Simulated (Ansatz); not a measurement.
The starting structures come from a database of crystals and need not be the phases stable at ambient conditions.

 Where the default PAW files enter, the runs use the earlier of Ansatz's two default sets.

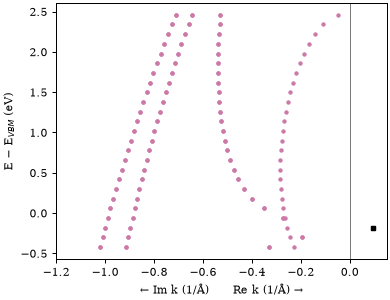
Figure. Complex bands at the centre of the two-dimensional zone; r2SCAN run with Ansatz (a first-principles code)

The gap is the functional's own, uncorrected, and κ follows it; spin-orbit coupling is left out. Mid-gap values are interpolated between the computed energies.

**Question.** This is Sr₂NCl (R-3m, not sure to be the ambient phase, 4 atoms a cell, 23.1 Å³ an atom) along the normal of (001). Read off the slowest decay at the centre of the two-dimensional zone at 1.14 eV, the computed energy nearest the middle of the gap.

**Answer.** κ ≈ 0.27 1/Å, a decay length 1/(2κ) of the density of 1.9 Å.
